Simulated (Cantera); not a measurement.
Input: 1 mol MgSO₄, a varied amount of C, 4.8 mol H₂O, at 1348 K and 13.3 mbar.

Method: chemical equilibrium by Gibbs-energy minimisation in Cantera with the NASA 1993 tables (ideal gas, pure condensed phases). Candidate condensed phases: C, C₆H₆, C₇H₈, C₈H₁₈, H₂O, H₂SO₄, Mg, MgCO₃, MgO, Mg(OH)₂, MgS, MgSO₄, S; 130 gas species. Rates play no part.

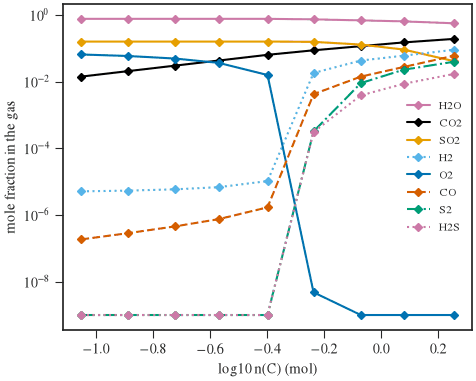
*Equilibrium gas composition (values under 1e-9 drawn at 1e-9)*

Task: Read off the mole fractions at 0.13 mol C.

Result: H₂O about 0.76, SO₂ about 0.16, O₂ about 0.059, CO₂ about 0.021, H₂ about 5.4e-6, CO about 2.9e-7.
